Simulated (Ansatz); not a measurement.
# Run report: BNH₄OF₂, nudged elastic band (part 1 of 2)

BNH₄OF₂, computed with RHF/def2-SVP (Ansatz 0.2.0).

It belongs to a series of runs on one base structure; here: band between the two ends. Figures and captions count atoms from 1; the log counts them from 0 in places.

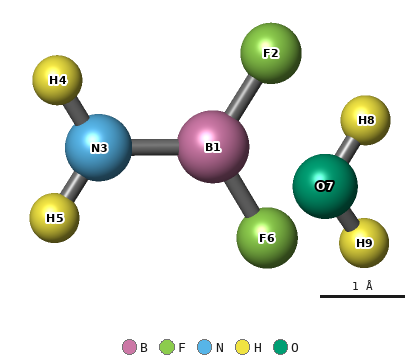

The input geometry (ball-and-stick view, seen at a tilt; atoms are numbered from 1 in the order of the input). Bond lengths as drawn: B–F 1.32 Å, B–N 1.39 Å, H–N 1.00 Å and H–O 0.95 Å.

### Summary

| quantity | value |
| --- | --- |
| outcome | converged |
| barrier, forward | 1.853 eV |
| barrier, backward | 1.618 eV |
| hardware | 1 thread of Arm Neoverse V1, 24 GiB of memory available, shared host |
| wall time | 9.4 min |
| peak memory | 0.17 GiB |

### Notes

The order of the saddle point was not checked.

### The input
```yaml
crystal:
  periodic: [false, false, false]
  atoms:
    - { symbol: B, position_ang: [0.241883, -0.273414, -0.075433] }
    - { symbol: F, position_ang: [0.390001, -0.783819, 1.136255] }
    - { symbol: "N", position_ang: [1.272429, -0.303893, -1.005767] }
    - { symbol: H, position_ang: [2.191686, -0.610825, -0.769405] }
    - { symbol: H, position_ang: [1.184841, 0.111329, -1.908555] }
    - { symbol: F, position_ang: [-0.95949, 0.183025, -0.38985] }
    - { symbol: O, position_ang: [0.330523, 2.133952, 1.373056] }
    - { symbol: H, position_ang: [0.332615, 1.603523, 2.156401] }
    - { symbol: H, position_ang: [-0.58229, 2.236723, 1.146698] }
basis:
  gaussian: { orbitals: def2-SVP }
hamiltonian:
  xc: hf
neb:
  order_check: false
  images: 7
  f_tol: 0.05
  max_iterations: 60
  final_atoms:
    - { symbol: B, position_ang: [0.43027702, 0.11222381, -0.27788322] }
    - { symbol: F, position_ang: [-1.38007201, 1.3141749, 2.83689888] }
    - { symbol: "N", position_ang: [1.49092326, 0.00805356, -1.18477723] }
    - { symbol: H, position_ang: [1.4535914, -0.63394945, -1.94900309] }
    - { symbol: H, position_ang: [2.33450461, 0.5382697, -1.1404402] }
    - { symbol: F, position_ang: [-0.63883995, -0.64850682, -0.4344156] }
    - { symbol: O, position_ang: [0.40622788, 0.96025545, 0.79033484] }
    - { symbol: H, position_ang: [1.16310724, 1.51150531, 0.90813568] }
    - { symbol: H, position_ang: [-0.85752144, 1.13457455, 2.11454994] }
  initial_path:
    images:
      - { positions_ang: [[0.241883, -0.273414, -0.075433], [0.390001, -0.783819, 1.136255], [1.272429, -0.303893, -1.005767], [2.191686, -0.610825, -0.769405], [1.184841, 0.111329, -1.908555], [-0.95949, 0.183025, -0.38985], [0.330523, 2.133952, 1.373056], [0.332615, 1.603523, 2.156401], [-0.58229, 2.236723, 1.146698]] }
      - { positions_ang: [[0.18303093, -0.21115451, -0.04256293], [0.32674162, -0.57830052, 1.282132], [1.27508285, -0.22885689, -0.96002042], [2.08495495, -0.68625444, -0.84682929], [1.3072247, 0.31328516, -1.72328308], [-1.01556485, 0.11440709, -0.42002897], [0.26296521, 2.00482132, 1.16260621], [0.38166392, 1.62642688, 1.97297283], [-0.40390133, 1.94222691, 1.23841365]] }
      - { positions_ang: [[0.12417885, -0.14889502, -0.00969286], [0.26348224, -0.37278205, 1.42800901], [1.2777367, -0.15382078, -0.91427384], [1.9782239, -0.76168387, -0.92425358], [1.4296084, 0.51524131, -1.53801117], [-1.07163971, 0.04578918, -0.45020793], [0.19540742, 1.87569065, 0.95215642], [0.43071285, 1.64933076, 1.78954466], [-0.22551267, 1.64773082, 1.33012929]] }
      - { positions_ang: [[0.06532678, -0.08663554, 0.02317721], [0.20022285, -0.16726357, 1.57388601], [1.28039056, -0.07878468, -0.86852727], [1.87149286, -0.83711331, -1.00167787], [1.55199211, 0.71719747, -1.35273925], [-1.12771456, -0.02282873, -0.4803869], [0.12784964, 1.74655997, 0.74170664], [0.47976177, 1.67223465, 1.60611648], [-0.047124, 1.35323473, 1.42184494]] }
      - { positions_ang: [[0.00647471, -0.02437605, 0.05604728], [0.13696347, 0.03825491, 1.71976302], [1.28304441, -0.00374857, -0.82278069], [1.76476181, -0.91254275, -1.07910216], [1.67437581, 0.91915363, -1.16746733], [-1.18378942, -0.09144664, -0.51056587], [0.06029185, 1.6174293, 0.53125685], [0.5288107, 1.69513853, 1.42268831], [0.13126466, 1.05873864, 1.51356058]] }
      - { positions_ang: [[0.11242529, 0.00977392, -0.02743534], [-0.2422954, 0.3572349, 1.99904698], [1.33501412, -0.00079804, -0.91327982], [1.68696921, -0.84289442, -1.29657739], [1.83940801, 0.82393265, -1.16071055], [-1.04755205, -0.23071169, -0.4915283], [0.14677586, 1.45313584, 0.59602635], [0.68738483, 1.64923022, 1.29405015], [-0.11593186, 1.07769762, 1.66380792]] }
      - { positions_ang: [[0.21837586, 0.04392388, -0.11091797], [-0.62155427, 0.6762149, 2.27833095], [1.38698383, 0.00215249, -1.00377896], [1.6091766, -0.7732461, -1.51405262], [2.00444021, 0.72871166, -1.15395376], [-0.91131468, -0.36997673, -0.47249073], [0.23325986, 1.28884238, 0.66079584], [0.84595897, 1.60332192, 1.165412], [-0.36312839, 1.09665659, 1.81405526]] }
      - { positions_ang: [[0.32432644, 0.07807385, -0.1944006], [-1.00081314, 0.9951949, 2.55761491], [1.43895354, 0.00510303, -1.09427809], [1.531384, -0.70359778, -1.73152785], [2.16947241, 0.63349068, -1.14719698], [-0.77507732, -0.50924178, -0.45345317], [0.31974387, 1.12454891, 0.72556534], [1.0045331, 1.55741361, 1.03677384], [-0.61032491, 1.11561557, 1.9643026]] }
      - { positions_ang: [[0.43027702, 0.11222381, -0.27788322], [-1.38007201, 1.3141749, 2.83689888], [1.49092326, 0.00805356, -1.18477723], [1.4535914, -0.63394945, -1.94900309], [2.33450461, 0.5382697, -1.1404402], [-0.63883995, -0.64850682, -0.4344156], [0.40622788, 0.96025545, 0.79033484], [1.16310724, 1.51150531, 0.90813568], [-0.85752144, 1.13457455, 2.11454994]] }
```

Launch command:
```bash
ansatz run input.yaml --threads 1 --pin off --max-ram 2048MiB --backend cpu --events-out ev --progress --plain --runs-dir out
```

### Log
```
Engine: ansatz 0.2.0, aarch64-unknown-linux-gnu
Functional definition: HF
  exchange = exact_x
  correlation = 0
964 factors; integrals over basis functions are off by at most 5.5e-4 eV
mean field evaluation 1: about -9658.7787 eV, gradient 4.7e1 eV
mean field evaluation 2: about -9658.9368 eV, gradient 4.7e1 eV
mean field evaluation 4: about -9662.9638 eV, gradient 2.7e0 eV
mean field evaluation 8: about -9663.0010 eV, gradient 2.3e-1 eV
mean field -9663.00118120 eV, -355.1087435918 hartree, gradient 4.4e-5 eV, S^2 0.000000; 0 other end points of the search recorded, 0 dependent functions left out
the calculation of the forces begins
reference -9663.00118120 eV, -355.1087435918 hartree; 21, 21 occupied and 69, 69 virtual orbitals, 964 factors
960 factors; integrals over basis functions are off by at most 9.7e-4 eV
mean field evaluation 16: about -9662.7279 eV, gradient 2.8e0 eV
mean field -9662.76610682 eV, -355.1001047674 hartree, gradient 4.8e-5 eV, S^2 0.000000; 0 other end points of the search recorded, 0 dependent functions left out
[... from here on the field's lines of each further geometry are left out, up to the last ...]
NEB iter   1: max|band force component| = 6.217e1 eV/Å  barrier→ = 12.4977 eV  barrier← = 12.2627 eV  Δτ_max = 0.2000 Å  (323 SCF iters)
NEB iter   2: max|band force component| = 1.022e1 eV/Å  barrier→ = 4.3621 eV  barrier← = 4.1270 eV  Δτ_max = 0.2000 Å  (281 SCF iters)
NEB iter   3: max|band force component| = 6.986e0 eV/Å  barrier→ = 3.1470 eV  barrier← = 2.9120 eV  Δτ_max = 0.2000 Å  (246 SCF iters)
NEB iter   4: max|band force component| = 2.952e0 eV/Å  barrier→ = 2.3277 eV  barrier← = 2.0926 eV  Δτ_max = 0.2000 Å  (251 SCF iters)
NEB iter   5: max|band force component| = 2.897e0 eV/Å  barrier→ = 2.1914 eV  barrier← = 1.9563 eV  Δτ_max = 0.1001 Å  (244 SCF iters)
NEB iter   6: max|band force component| = 2.273e0 eV/Å  barrier→ = 2.0829 eV  barrier← = 1.8478 eV  Δτ_max = 0.1009 Å  (246 SCF iters)
NEB iter   7: max|band force component| = 5.855e-1 eV/Å  barrier→ = 2.0324 eV  barrier← = 1.7974 eV  Δτ_max = 0.1602 Å  (247 SCF iters)
NEB iter   8: max|band force component| = 6.261e-1 eV/Å  barrier→ = 2.0181 eV  barrier← = 1.7830 eV  Δτ_max = 0.0813 Å  (249 SCF iters)
NEB iter   9: max|band force component| = 7.344e-1 eV/Å  barrier→ = 1.9897 eV  barrier← = 1.7546 eV  CI = image 4  Δτ_max = 0.0815 Å  (250 SCF iters)
NEB iter  10: max|band force component| = 2.701e-1 eV/Å  barrier→ = 2.0329 eV  barrier← = 1.7978 eV  CI = image 4  Δτ_max = 0.1607 Å  (251 SCF iters)
NEB iter  11: max|band force component| = 4.092e-1 eV/Å  barrier→ = 2.0318 eV  barrier← = 1.7967 eV  CI = image 4  Δτ_max = 0.0806 Å  (253 SCF iters)
NEB iter  12: max|band force component| = 4.166e-1 eV/Å  barrier→ = 2.0312 eV  barrier← = 1.7962 eV  CI = image 4  Δτ_max = 0.0410 Å  (255 SCF iters)
NEB iter  13: max|band force component| = 2.685e-1 eV/Å  barrier→ = 2.0308 eV  barrier← = 1.7958 eV  CI = image 4  Δτ_max = 0.0411 Å  (258 SCF iters)
NEB iter  14: max|band force component| = 1.151e-1 eV/Å  barrier→ = 2.0306 eV  barrier← = 1.7955 eV  CI = image 4  Δτ_max = 0.0372 Å  (257 SCF iters)
NEB iter  15: max|band force component| = 8.762e-2 eV/Å  barrier→ = 2.0301 eV  barrier← = 1.7951 eV  CI = image 4  Δτ_max = 0.0327 Å  (257 SCF iters)
NEB iter  16: max|band force component| = 6.549e-2 eV/Å  barrier→ = 2.0296 eV  barrier← = 1.7946 eV  CI = image 4  Δτ_max = 0.0248 Å  (259 SCF iters)
NEB iter  17: max|band force component| = 5.424e-2 eV/Å  barrier→ = 2.0290 eV  barrier← = 1.7939 eV  CI = image 4  Δτ_max = 0.0269 Å  (258 SCF iters)
NEB iter  18: max|band force component| = 5.373e-2 eV/Å  barrier→ = 2.0280 eV  barrier← = 1.7930 eV  CI = image 4  Δτ_max = 0.0292 Å  (258 SCF iters)
NEB iter  19: max|band force component| = 3.321e-2 eV/Å  barrier→ = 2.0270 eV  barrier← = 1.7919 eV  CI = image 4  Δτ_max = 0.0258 Å  (260 SCF iters)
NEB iter  20: max|band force component| = 6.170e-2 eV/Å  barrier→ = 2.0260 eV  barrier← = 1.7909 eV  CI = image 4  Δτ_max = 0.0350 Å  (38 SCF iters)
NEB iter  21: max|band force component| = 3.172e-2 eV/Å  barrier→ = 2.0249 eV  barrier← = 1.7898 eV  CI = image 4  Δτ_max = 0.0302 Å  (258 SCF iters)
NEB iter  22: max|band force component| = 5.286e-2 eV/Å  barrier→ = 2.0237 eV  barrier← = 1.7886 eV  CI = image 4  Δτ_max = 0.0392 Å  (37 SCF iters)
NEB iter  23: max|band force component| = 6.251e-2 eV/Å  barrier→ = 2.0223 eV  barrier← = 1.7873 eV  CI = image 4  Δτ_max = 0.0196 Å  (258 SCF iters)
NEB iter  24: max|band force component| = 3.897e-2 eV/Å  barrier→ = 2.0215 eV  barrier← = 1.7864 eV  CI = image 4  Δτ_max = 0.0196 Å  (260 SCF iters)
NEB iter  25: max|band force component| = 4.346e-2 eV/Å  barrier→ = 2.0206 eV  barrier← = 1.7855 eV  CI = image 4  Δτ_max = 0.0314 Å  (37 SCF iters)
NEB iter  26: max|band force component| = 1.029e-1 eV/Å  barrier→ = 2.0192 eV  barrier← = 1.7841 eV  CI = image 4  Δτ_max = 0.0393 Å  (37 SCF iters)
NEB iter  27: max|band force component| = 4.262e-2 eV/Å  barrier→ = 2.0175 eV  barrier← = 1.7825 eV  CI = image 4  Δτ_max = 0.0359 Å  (256 SCF iters)
NEB iter  28: max|band force component| = 1.055e-1 eV/Å  barrier→ = 2.0157 eV  barrier← = 1.7806 eV  CI = image 4  Δτ_max = 0.0628 Å  (36 SCF iters)
NEB iter  29: max|band force component| = 4.983e-2 eV/Å  barrier→ = 2.0135 eV  barrier← = 1.7784 eV  CI = image 4  Δτ_max = 0.0470 Å  (255 SCF iters)
NEB iter  30: max|band force component| = 1.016e-1 eV/Å  barrier→ = 2.0106 eV  barrier← = 1.7755 eV  CI = image 4  Δτ_max = 0.0783 Å  (36 SCF iters)
NEB iter  31: max|band force component| = 8.056e-2 eV/Å  barrier→ = 2.0068 eV  barrier← = 1.7717 eV  CI = image 4  Δτ_max = 0.0638 Å  (255 SCF iters)
NEB iter  32: max|band force component| = 8.280e-2 eV/Å  barrier→ = 2.0013 eV  barrier← = 1.7662 eV  CI = image 4  Δτ_max = 0.0780 Å  (255 SCF iters)
NEB iter  33: max|band force component| = 1.099e-1 eV/Å  barrier→ = 1.9929 eV  barrier← = 1.7578 eV  CI = image 4  Δτ_max = 0.0783 Å  (255 SCF iters)
NEB iter  34: max|band force component| = 1.569e-1 eV/Å  barrier→ = 1.9820 eV  barrier← = 1.7469 eV  CI = image 4  Δτ_max = 0.0393 Å  (255 SCF iters)
NEB iter  35: max|band force component| = 2.854e-1 eV/Å  barrier→ = 1.9760 eV  barrier← = 1.7410 eV  CI = image 4  Δτ_max = 0.0196 Å  (256 SCF iters)
NEB iter  36: max|band force component| = 1.658e-1 eV/Å  barrier→ = 1.9727 eV  barrier← = 1.7376 eV  CI = image 4  Δτ_max = 0.0393 Å  (257 SCF iters)
NEB iter  37: max|band force component| = 1.833e-1 eV/Å  barrier→ = 1.9653 eV  barrier← = 1.7302 eV  CI = image 4  Δτ_max = 0.0393 Å  (256 SCF iters)
NEB iter  38: max|band force component| = 2.019e-1 eV/Å  barrier→ = 1.9572 eV  barrier← = 1.7221 eV  CI = image 4  Δτ_max = 0.0784 Å  (258 SCF iters)
NEB iter  39: max|band force component| = 2.438e-1 eV/Å  barrier→ = 1.9396 eV  barrier← = 1.7046 eV  CI = image 4  Δτ_max = 0.1558 Å  (255 SCF iters)
NEB iter  40: max|band force component| = 3.709e-1 eV/Å  barrier→ = 1.9033 eV  barrier← = 1.6682 eV  CI = image 4  Δτ_max = 0.1559 Å  (253 SCF iters)
NEB iter  41: max|band force component| = 4.811e-1 eV/Å  barrier→ = 1.8778 eV  barrier← = 1.6427 eV  CI = image 4  Δτ_max = 0.0785 Å  (251 SCF iters)
NEB iter  42: max|band force component| = 4.817e-1 eV/Å  barrier→ = 1.8728 eV  barrier← = 1.6378 eV  CI = image 4  Δτ_max = 0.0785 Å  (255 SCF iters)
NEB iter  43: max|band force component| = 4.481e-1 eV/Å  barrier→ = 1.8656 eV  barrier← = 1.6305 eV  CI = image 4  Δτ_max = 0.0792 Å  (253 SCF iters)
NEB iter  44: max|band force component| = 5.047e-1 eV/Å  barrier→ = 1.8571 eV  barrier← = 1.6221 eV  CI = image 4  Δτ_max = 0.0394 Å  (254 SCF iters)
NEB iter  45: max|band force component| = 3.423e-1 eV/Å  barrier→ = 1.8540 eV  barrier← = 1.6189 eV  CI = image 4  Δτ_max = 0.0394 Å  (256 SCF iters)
NEB iter  46: max|band force component| = 3.383e-1 eV/Å  barrier→ = 1.8535 eV  barrier← = 1.6184 eV  CI = image 4  Δτ_max = 0.0393 Å  (256 SCF iters)
NEB iter  47: max|band force component| = 2.854e-1 eV/Å  barrier→ = 1.8533 eV  barrier← = 1.6182 eV  CI = image 4  Δτ_max = 0.0787 Å  (256 SCF iters)
NEB iter  48: max|band force component| = 2.639e-1 eV/Å  barrier→ = 1.8532 eV  barrier← = 1.6181 eV  CI = image 4  Δτ_max = 0.1572 Å  (255 SCF iters)
NEB iter  49: max|band force component| = 3.178e-1 eV/Å  barrier→ = 1.8531 eV  barrier← = 1.6180 eV  CI = image 4  Δτ_max = 0.1570 Å  (253 SCF iters)
```
